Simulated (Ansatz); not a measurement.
# C2H5FGeO: up Jacob's ladder to CCSD(T)

How much do the methods differ for C2H5FGeO? The plan is to run it at one geometry with functionals of several rungs and with coupled cluster. The yardstick is the atomisation energy at the CCSD(T) limit.

Program: Ansatz 0.2.0, Gaussian basis. Level of theory: functionals in def2-TZVPP, the program's frozen cores in correlated methods. These are calculated values, not measurements.

Levels to be run: PBE-D4, r2SCAN-D4, PBE0-D4, B3LYP-D4, ωB97X-V, ωB97M-V, B2PLYP; CCSD(T)/def2-TZVPP; MP2/def2-QZVPP; extrapolation to the limit.

**1. The geometry**

All runs share one geometry, relaxed beforehand with PBE0-D4/def2-TZVP.

SMILES `F[CH2][GeH]1[CH2][O]1`, 10 atoms, charge 0, spin multiplicity 1.

Atoms are counted from 1 here; the program's logs count them from 0.

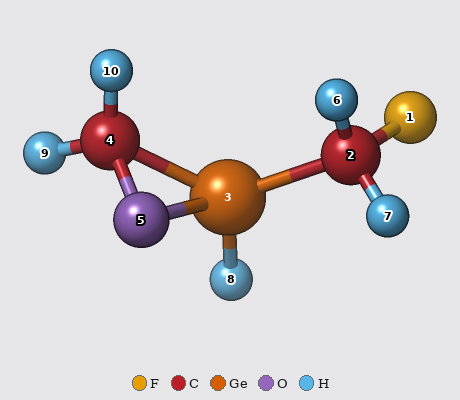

The geometry (fluorine amber, carbon red, germanium orange, oxygen purple, hydrogen blue); atoms are numbered from 1 in the order of the file.

**2. PBE-D4 (GGA)**

Contents of in.yaml:

```yaml
crystal:
  periodic: [false, false, false]
  atoms:
    - {symbol: F, position_ang: [-2.548001, 0.041316, 0.583075]}
    - {symbol: C, position_ang: [-1.337135, 0.710128, 0.575157]}
    - {symbol: Ge, position_ang: [-0.087063, -0.134087, -0.684912]}
    - {symbol: C, position_ang: [1.549593, -0.871774, -0.065169]}
    - {symbol: O, position_ang: [1.599484, 0.517257, -0.380752]}
    - {symbol: H, position_ang: [-0.904434, 0.681414, 1.577858]}
    - {symbol: H, position_ang: [-1.517088, 1.751007, 0.294418]}
    - {symbol: H, position_ang: [-0.467265, -0.119427, -2.165427]}
    - {symbol: H, position_ang: [2.132154, -1.515999, -0.724086]}
    - {symbol: H, position_ang: [1.662956, -1.110935, 0.992839]}
basis:
  gaussian: {orbitals: def2-TZVPP}
hamiltonian: {xc: pbe, dispersion: d4}
output: {forces: true, orbitals: {seedname: orbitals}}
```

Command:

```console
$ ansatz run in.yaml --threads 4 --pin off --events-out ev --progress --plain --max-ram 10444MiB
```

After this run come: r2SCAN-D4 (meta-GGA); PBE0-D4 (hybrid); B3LYP-D4 (hybrid); ωB97X-V (range-separated); ωB97M-V (range-separated); B2PLYP (double hybrid); CCSD(T) in def2-TZVPP; MP2 in def2-QZVPP.

**Question.** What will the summary of the whole plan be? Wanted: atomisation energy, CCSD(T)/CBS; farthest; mean size of error, hybrid; mean size of error, range-separated; gap, smallest and largest; T1 diagnostic; triples share of the correlation energy.

The runs gave:

```
                               quantity                                           value
        atomisation energy, CCSD(T)/CBS                                   3548.7 kJ/mol
 functionals within 35.5 kJ/mol (1.0 %)  r2SCAN-D4, PBE0-D4, B3LYP-D4, ωB97X-V, ωB97M-V
                               farthest                           PBE-D4 (+93.4 kJ/mol)
             mean size of error, hybrid                                     19.9 kJ/mol
    mean size of error, range-separated                                      8.6 kJ/mol
              gap, smallest and largest            4.46 eV (PBE-D4), 10.77 eV (ωB97X-V)
                          T1 diagnostic                                          0.0137
triples share of the correlation energy                                           3.8 %
```

In words: PBE-D4 is off by +93.4 kJ/mol, about 9.3 kJ/mol a bond. Double hybrids carry the basis error of their MP2 part in triple zeta, and no dispersion term here, so their miss is partly the set-up's. Misses under about 35.5 kJ/mol are within the doubt on the reference itself, which lacks core-valence correlation, relativity and higher excitations, and its outer-core shells are covered unevenly. Hartree-Fock recovers 68 % of the binding; the rest is correlation. The gap grows from 4.5 to 10.8 eV across the functionals, mostly with the share of exact exchange. Correlated methods include outer-core shells of Ge, which these sets cover unevenly.
